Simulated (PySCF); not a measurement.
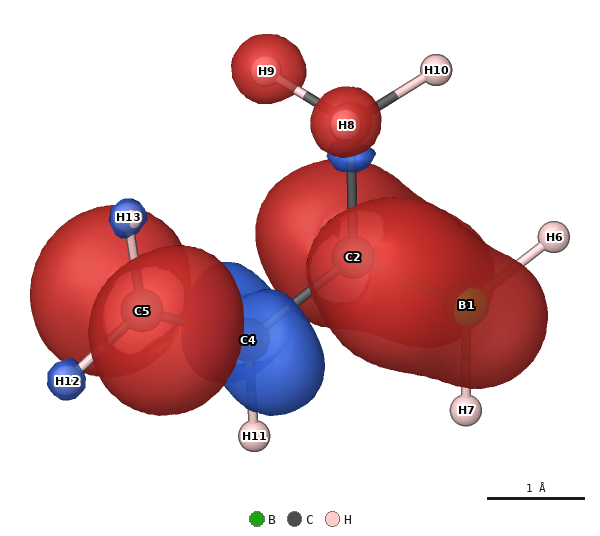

The picture shows: C4H8B (doublet). Isosurfaces of the spin density (α minus β) at +0.02 (red) and −0.02 e/Å³ (blue), seen at a tilt.

Geometry: GFN2-xTB.

Level of theory: PySCF, UKS B3LYP, pcH-1 on B C H, non-relativistic, mean-field spin-orbit, GIAO.

```xyz
13

B    -1.3962    1.4322    0.0625
C    -0.3945    0.2797    0.0319
C    -0.8197   -1.1286    0.3010
C     0.9708    0.5257   -0.2515
C     1.9638   -0.3923   -0.3103
H    -2.5231    1.2283    0.3088
H    -1.0409    2.5261   -0.1601
H    -0.2900   -1.5336    1.1653
H    -0.5902   -1.7726   -0.5499
H    -1.8869   -1.1793    0.4956
H     1.2325    1.5600   -0.4373
H     2.9767   -0.1038   -0.5325
H     1.7933   -1.4413   -0.1411
```

**Which atoms carry the spin?**

The unpaired spin (1 electron) lies mostly on C2 (about 0.4), C5 (about 0.3) and B1 (about 0.2), in electrons by Hirshfeld's partition.
